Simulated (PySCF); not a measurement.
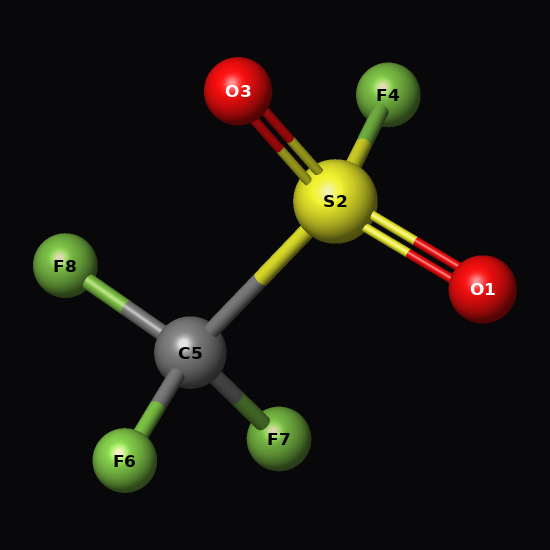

The computed structure is the end point of a GFN2-xTB optimisation. No frequency run is at hand to confirm it as a minimum. Properties computed with delta-SCF UKS SCAN, pcX-2 on the ionised atom, pcseg-1 elsewhere, spin-free X2C (PySCF 2.14.0).

Give the core-electron binding energies (to vacuum; p and d levels without spin–orbit splitting) of O1 1s, S2 1s, S2 2p, F4 1s, C5 1s, F6 1s.

```csv
atom,level,binding energy (eV)
O1,1s,540.0
S2,1s,2485.4
S2,2p,176.9
F4,1s,694.1
C5,1s,299.9
F6,1s,695.6
```
